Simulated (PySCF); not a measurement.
```xyz
18
charge 0, multiplicity 1
C    -2.5823    0.4584    0.3630
C    -1.7313   -0.8026    0.1909
C    -0.3788   -0.4358   -0.3280
C    -0.1070   -0.2682   -1.6944
N     1.0985    0.0613   -2.1092
N     2.0494    0.2535   -1.2396
C     1.7846    0.1179    0.0505
C     2.8831    0.3765    1.0212
N     0.5939   -0.2328    0.5437
H    -2.1096    1.1344    1.0715
H    -2.6980    0.9772   -0.5864
H    -3.5678    0.1939    0.7378
H    -2.2190   -1.4845   -0.5085
H    -1.6138   -1.2955    1.1565
H    -0.8556   -0.4120   -2.4597
H     2.7101   -0.1909    1.9311
H     3.8395    0.1189    0.5763
H     2.8954    1.4367    1.2718
```

Geometry: an end point of a reaction path computed with GFN2-xTB.

What structure does this define?

It has 18 atoms: 6 carbon, 9 hydrogen and 3 nitrogen (C6H9N3). Its SMILES string is `CCc1cnnc(C)n1`. Independent rings (smallest set): 1 of 6 members, 1 of them aromatic. Coordination: 3 C tetrahedral; 3 C trigonal planar; 3 N bent.

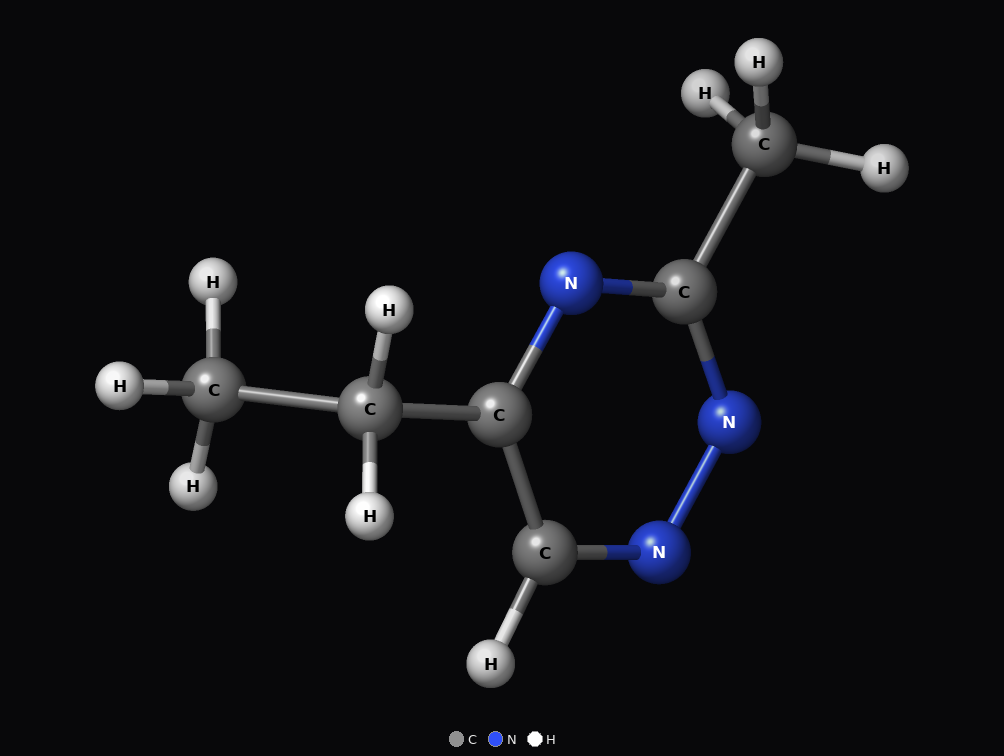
